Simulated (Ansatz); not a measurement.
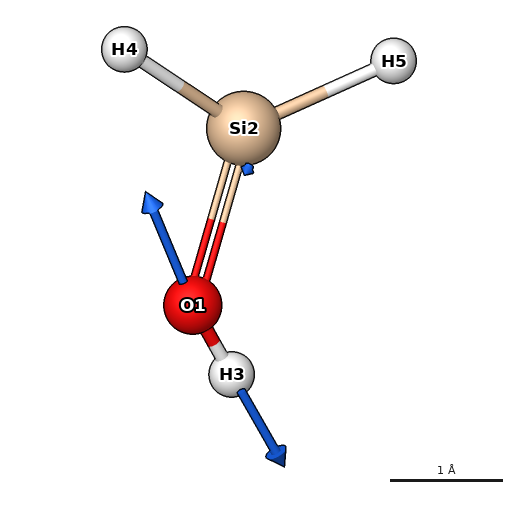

Arrows show the forces on the atoms, 0.05 Å of arrow for 1 eV/Å; forces under a tenth of the largest aren't drawn. Charge +1, singlet. Level of theory: RHF-CCSD(T) (frozen core)/def2-TZVPP (Ansatz 0.2.0).

Which bond do the forces act along most?

Answer. O1–H3, now 0.787 Å: the forces push its atoms apart, so a first step downhill lengthens it.

List the force components in the frame of the picture (x right, y up, z towards the viewer), in eV/Å.

| atom | Fx | Fy | Fz |
| --- | --- | --- | --- |
| O1 | −6.84 | 16.43 | 7.35 |
| Si2 | −0.99 | −1.92 | 1.10 |
| H3 | 7.87 | −13.79 | −7.61 |
| H4 | 0.68 | −0.21 | −0.72 |
| H5 | −0.73 | −0.52 | −0.13 |
